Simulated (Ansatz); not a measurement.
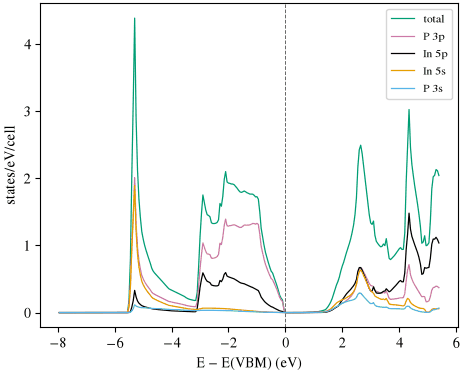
Total and projected density of states of InP (zinc blende, F-43m), plane-wave PAW PBE (Ansatz code)

Task: Which orbitals carry the states next to the gap?

Result: Top 1 eV of the valence band: P 3p 80 %, In 5p 17 %. Bottom 1 eV of the conduction band: In 5s 38 %, P 3p 27 %, P 3s 26 %, In 5p 7 %. Projections are on Löwdin-orthogonalised atomic valence shells; empty p or d shells of many metals are not among them.

Task: Where is the tallest occupied peak in this window, and what makes it?

Result: Near -5.3 eV, about 4.4 states/eV per cell; the largest projected share is P 3p.

The cell was relaxed with PBE under the symmetry of its start. Spin–orbit coupling is left out wherever it is not named.

Potentials: the later of the program's two PAW sets.
